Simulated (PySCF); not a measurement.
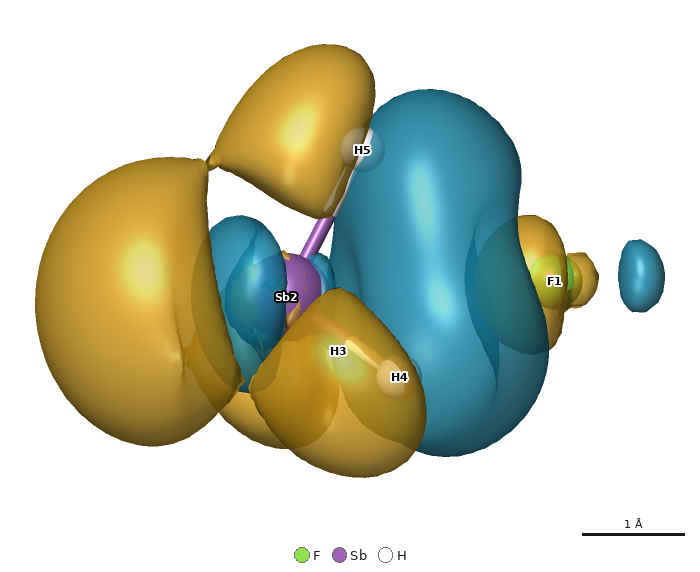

Figure. FH₃Sb, charge −1, SMILES `[F-].[SbH3]`. Density of the complex less the densities of the two fragments at the same geometry, ±0.006 e/Å³ (yellow: gain, teal: loss). Fragment A: F(−1) (atom 1); fragment B: SbH3.

PySCF calculation, HF/def2-SVPD, gas phase; geometry: GFN2-xTB. Core potentials replace the inner electrons of Sb; spin–orbit coupling isn't included. GFN2-xTB bond lengths at metals and heavier atoms can be off by up to 0.1 Å and shapes distorted, which carries into these values.

Cartesian coordinates (Å):

```
F1       2.3049    0.0000    0.0000
Sb2     -0.4294    0.0000    0.0000
H3       0.3861    0.7739   -1.1901
H4       0.3861   -1.4175   -0.0752
H5       0.3861    0.6437    1.2652
```

> How is the density rearranged on binding?

Hirshfeld charges show 0.046 e passing from A to B. By Hirshfeld charges, electrons gather most on Sb2 (−0.098 e) and leave F1 most (+0.046 e); 0.34 e is displaced in all.

> What is the interaction energy, and which contacts carry it?

The counterpoise-corrected interaction energy of the frozen fragments is −2.2 kcal/mol without dispersion correction and −5.8 kcal/mol with D3(BJ). The pair geometry is semi-empirical, not a minimum at this level. Contacts: F1···Sb2, 2.73 Å, ρ = 0.023 a.u. The pose is a local one from a semi-empirical search, not shown to be the most stable.

Run time: 1.4 s on 1 thread of Intel(R) Xeon(R) CPU @ 2.60GHz (Ice Lake), on a shared host, peak memory 0.17 GiB.
